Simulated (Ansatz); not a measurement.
# SiH$_{4}$ (SMILES [SiH4]): what the fields show

Input

```
crystal:
  periodic: [false, false, false]
  atoms:
    - { symbol: Si, position_ang: [6.2e-07, 3.0e-07, 2.8e-07] }
    - { symbol: H, position_ang: [-0.17063655, 1.24237351, -0.82814823] }
    - { symbol: H, position_ang: [-0.75667418, 0.14984719, 1.28973952] }
    - { symbol: H, position_ang: [1.45854825, -0.20817449, 0.29620673] }
    - { symbol: H, position_ang: [-0.53123815, -1.18404651, -0.7577983] }
basis:
  gaussian: { orbitals: def2-SVP }
hamiltonian:
  xc: hf
relax:
  f_tol: 0.003
  max_steps: 100
output:
  orbitals: {}
```

Command:

```sh
ansatz run input.yaml --threads 4 --pin off --max-ram 10240MiB --backend cpu --events-out ev --progress --plain --runs-dir out
```

The fields are those of the relaxed geometry.

Theory: Ansatz, Hartree-Fock, Gaussian basis def2-SVP.

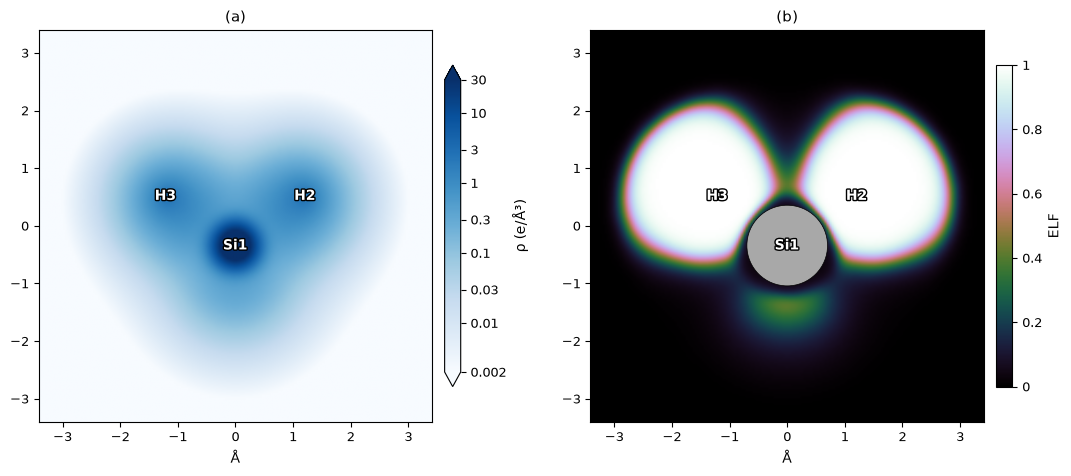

Figure 1. (a) electron density; (b) ELF on the plane of atoms H2, Si1 and H3. Grey discs cover the atomic cores in the ELF map.

Interpret the plot.

The plane passes through Si and H nuclei.
Si–H (1.48 Å): the density is about 0.76 e/Å³ at the midpoint; the ELF climbs to about 1 towards the hydrogen, as it does in any bond to H.

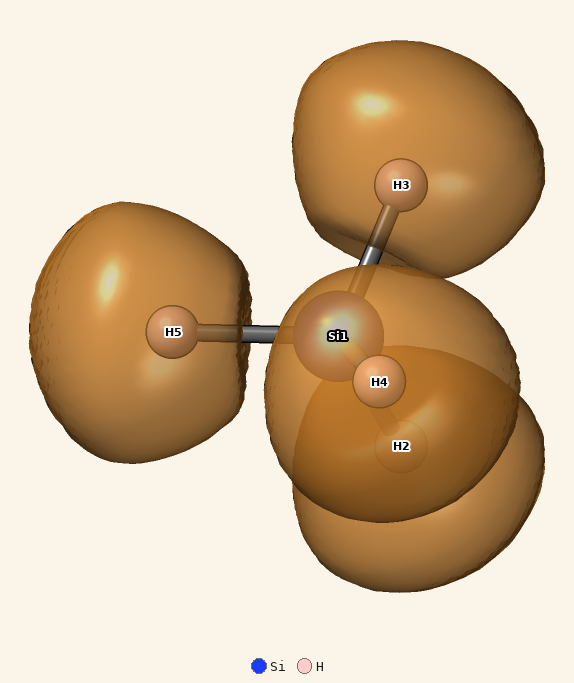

Figure 2. Isosurface of the electron localisation function at 0.85 (orange), seen at an oblique angle. Only the valence region is drawn (cores and ρ < 0.01 e/Å³ removed).

What do the ELF domains correspond to?

The ELF exceeds this value in four regions around hydrogen nuclei.

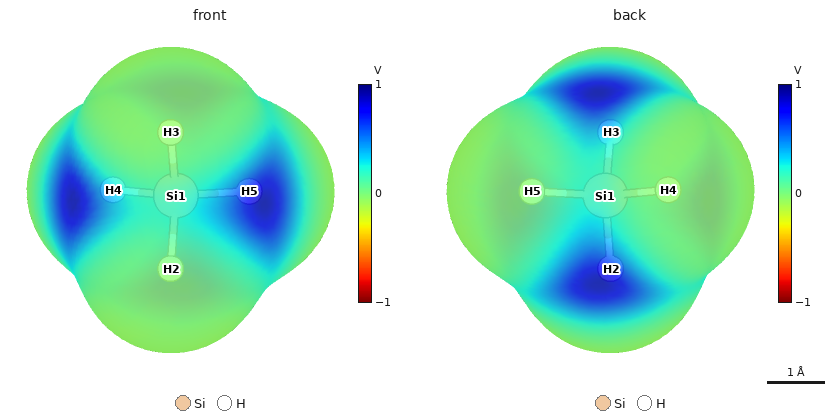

Figure 3. The electrostatic potential painted on the density surface at 0.001 e/bohr³, seen from the front and from behind; red is negative and blue positive.

Describe the electrostatic potential map.

The most negative region (about −0.1 V) lies over H2, H3, H4 and H5, the most positive (about +0.9 V, or +21 kcal/mol for a unit charge) over Si1.

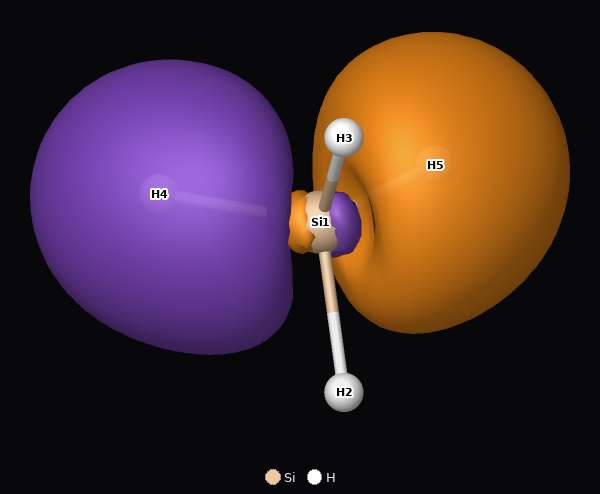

Figure 4. The HOMO at ±0.1 Å⁻³ᐟ² (orange and purple are the two phases), seen at a tilt.

Where does this orbital lie, and at what energy?

It lies mainly on Si1 (about 45 %), H4 (about 25 %) and H5 (about 25 %). It is one of a degenerate set, so its orientation is arbitrary. Its energy is −13.25 eV.
